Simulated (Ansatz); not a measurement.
These are PBE (plane waves to 420 eV, PAW; Ansatz, a quantum-chemistry and plane-wave program) values and carry that method's errors.

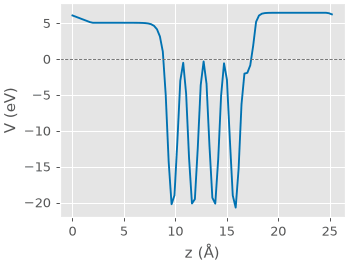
Planar average of the electrostatic potential across the slab, in eV from the Fermi level, for F on the 1x1 (111) surface of fcc Ni, ferromagnetic, one in a 2x1 cell, started at the site 'hollow Ni-Ni-Ni over Ni at depth 4.0 Å'

Slab: 9 atoms, 6.0 Å thick at the start under the adsorbate (thin: gaps and levels are the slab's own); k 7x14x1, smearing 0.1 eV, dipole-corrected; 4 atoms held, the rest relaxed; start symmetry kept, larger cells not searched; spin-polarised, no spin-orbit, no U, no dispersion correction. At the end it is bonded to 3 Ni. In PBE it is, or lies within 0.03 eV of, the lowest of the starts that converged.

Task: The surface cell has an area of 10.73 Å². What dipole along the normal does the step between the two vacuum levels imply?

Result: the top vacuum level lies 1.39 eV above the bottom one; p = −ε₀ A ΔV (ε₀ = 0.005526 e/(V·Å)) gives -0.08 e·Å a cell.
